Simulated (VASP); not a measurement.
Band structure of CuZn (CsCl type). Computed with RPBE GGA, VASP's PBE PAW potentials (set 64) (plane waves; VASP).

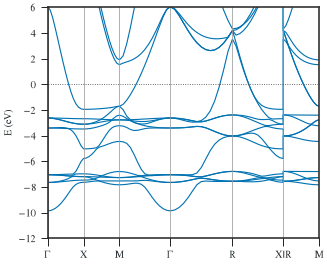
Figure. Bands along high-symmetry lines, zero at the valence-band maximum or, without a gap, the Fermi level

Q: Read the plot: is there a gap, and where are the band edges?

A: It has no gap at this level: it comes out as a metal or semimetal. (Edges off the drawn lines would not show.)

The compound is CuZn in the CsCl type structure. It was relaxed first, which changed the volume by +6 %. The electron count is odd and the run is not spin-polarised, which forces a metal.
